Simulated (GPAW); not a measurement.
Consider AsP (R3m).

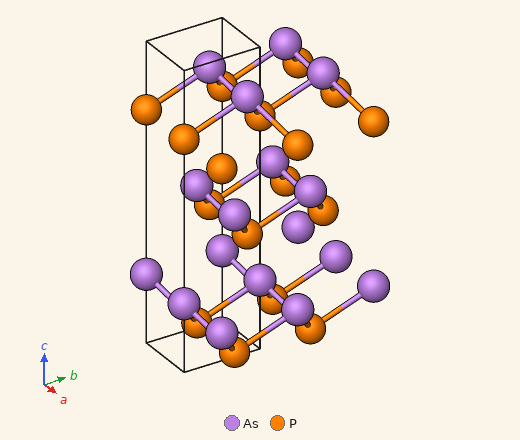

The structure (arsenic purple, phosphorus orange). Bonds to atoms that aren't drawn are left out. 2×2×1 conventional cells are drawn. Some periodic images of atoms are drawn too.

```xyz
2
Lattice="1.8426 1.0638 3.3263 -1.8426 1.0638 3.3263 0.0000 -2.1277 3.3263" Properties=species:S:1:pos:R:3 pbc="T T T"
As    0.0000    0.0000    7.7089
P     0.0000    0.0000    2.2700
```

Absorber: atom 1, with 3 P at 2.45 Å and 3 P at 3.00 Å (distorted octahedral, site symmetry 3m). Method: GPAW, LDA, excited-electron core hole (neutral cell), 8-atom cell with 5.4 Å between holes, 5×5×5 k points, dipole transitions, Gaussian full width 2.14 eV up to 4 eV, rising linearly to 3.5 eV at 25 eV.

Predict the near-edge structure at the As K edge.

Main maxima up to 28 eV above the zero (height): 1.6 eV (2.26), 11.0 eV (0.88) and 24.0 eV (0.77). A K edge sees empty p states on the absorber. 

The As K spectrum (energy from the lowest empty level; intensity scaled to a mean of 1 over the first 20 eV; polarised curves are means over the symmetry-equivalent atoms):

| E (eV) | isotropic | ε ⊥ c | ε ∥ c |
| --- | --- | --- | --- |
| -2.0 | 0.04 | 0.04 | 0.03 |
| -0.5 | 0.72 | 0.75 | 0.67 |
| 1.0 | 2.07 | 2.06 | 2.08 |
| 2.5 | 2.03 | 2.22 | 1.65 |
| 4.0 | 1.31 | 1.31 | 1.31 |
| 5.5 | 0.95 | 0.86 | 1.13 |
| 7.0 | 0.54 | 0.57 | 0.48 |
| 8.5 | 0.55 | 0.60 | 0.47 |
| 10.0 | 0.80 | 0.83 | 0.74 |
| 11.5 | 0.87 | 0.89 | 0.83 |
| 13.0 | 0.81 | 0.82 | 0.78 |
| 14.5 | 0.80 | 0.79 | 0.81 |
| 16.0 | 0.83 | 0.83 | 0.83 |
| 17.5 | 0.79 | 0.80 | 0.75 |
| 19.0 | 0.71 | 0.74 | 0.66 |
| 20.5 | 0.71 | 0.72 | 0.70 |
| 22.0 | 0.74 | 0.73 | 0.76 |
| 23.5 | 0.76 | 0.75 | 0.79 |
| 25.0 | 0.75 | 0.74 | 0.78 |
| 26.5 | 0.70 | 0.68 | 0.75 |
| 28.0 | 0.69 | 0.66 | 0.76 |

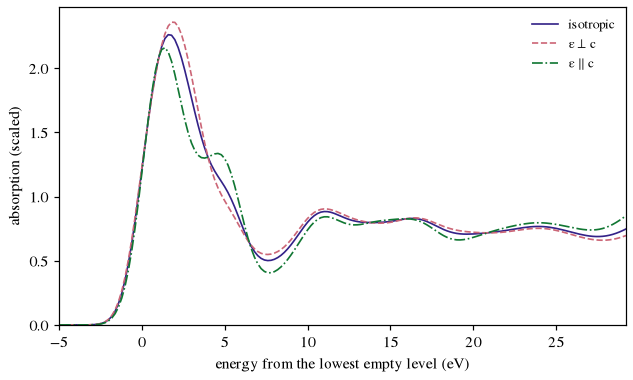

The As K edge.

The script folds with a Gaussian, whereas the core hole's own line is a Lorentzian, so the onset is too steep and the first peak too high. The unit cell's mesh shows no gap over 0.35 eV. That is right for a metallic compound; for a small-gap or correlated insulator it would be the fault of the functional or of the assumed magnetic order, and the hole would be screened too well. The holes are only 5.4 Å apart, so the shape is probably not converged with cell size; no larger cell was run here. The structure is a computed Materials Project entry and may be a hypothetical form.

[Banner, clock and machine lines of the logs are left out without a mark of their own.]

[Logs are printed without paths, hosts, clocks, repeated set-up lines and the standing remarks that a program may print on its own settings, such as how far it seeks lower states.]

[Hosts, paths, dates, database ids (printed as entryN), source tags and the programs' standing remarks are cut or masked in the printed files.]

[Lists of maxima count a maximum above −3 eV only where it reaches 4 % of the highest in the window and stands out from its surroundings by 2 % of it (1.5 % where it reaches 55 %); shoulders and weaker maxima are passed over, and of the rest the first, up to two pre-edge ones and the few strongest are named.]
